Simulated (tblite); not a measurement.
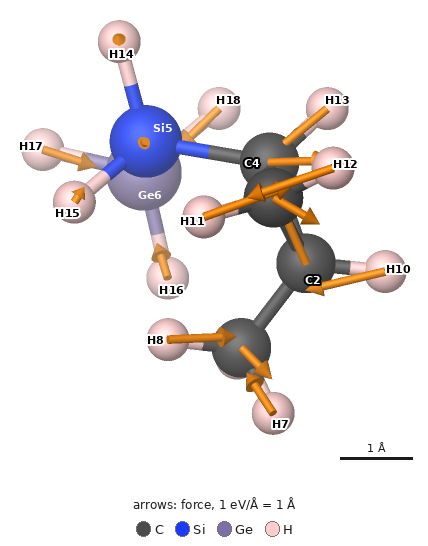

Starting geometry of C₄H₁₂GeSi with the computed forces as orange arrows. The picture is a ball-and-stick view, seen from a free direction.

Computed with tblite, GFN2-xTB geometry optimisation, gas phase. 

> Is this structure relaxed? If not, where do the atoms go?

It isn't relaxed: the largest force vector, on an H atom, is 1.33 eV/Å. The final displacements have little in common with the starting forces (cosine between the two patterns 0.21). The energy falls by 11.0 kcal/mol in 187 geometry steps. The largest move after the best rigid fit is that of an H atom, 1.28 Å. By element the largest moves are H 1.28 Å, C 0.35 Å, Ge 0.28 Å, Si 0.15 Å. Near-neighbour distances that change, for instance: Ge–H 1.556 → 1.502 Å, C–H 1.127 → 1.085 Å, C–C 1.525 → 1.493 Å, Ge–H 1.535 → 1.503 Å. Among the angles between lasting bonds that change: H–C–H 120.8° → 113.4°, H–Ge–H 109.8° → 102.7°, Si–Ge–H 109.1° → 115.9°. Groups turn about Ge–Si by about 35°. Cost: 4.6 s on 1 thread of Intel(R) Xeon(R) Processor @ 2.50GHz, on a shared host.
